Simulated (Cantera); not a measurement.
Charge: 1 mol CH3OH, 1.1 mol H2, 7.3 mol N2, at 1.35 Torr.

Cantera equilibrium calculation (NASA polynomials, part measured and part estimated; ideal gas, pure solids and liquids). Candidate condensed phases: C, C6H6, C7H8, C8H18, H2O; 136 gas species. Rates play no part.

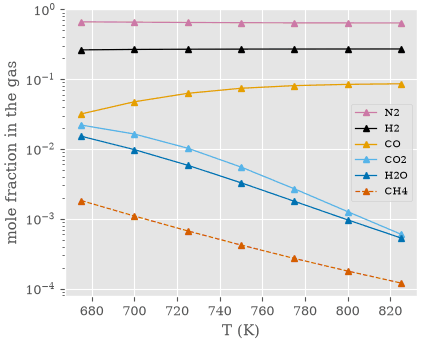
Figure: Equilibrium gas composition (values under 1e-9 drawn at 1e-9)

From 675 K to 825 K the condensed part is C(graphite). The main C-bearing gas is CO throughout. The share of C in condensed phases is highest at 675 K (38.9 %) and lowest at 825 K (1.2 %).
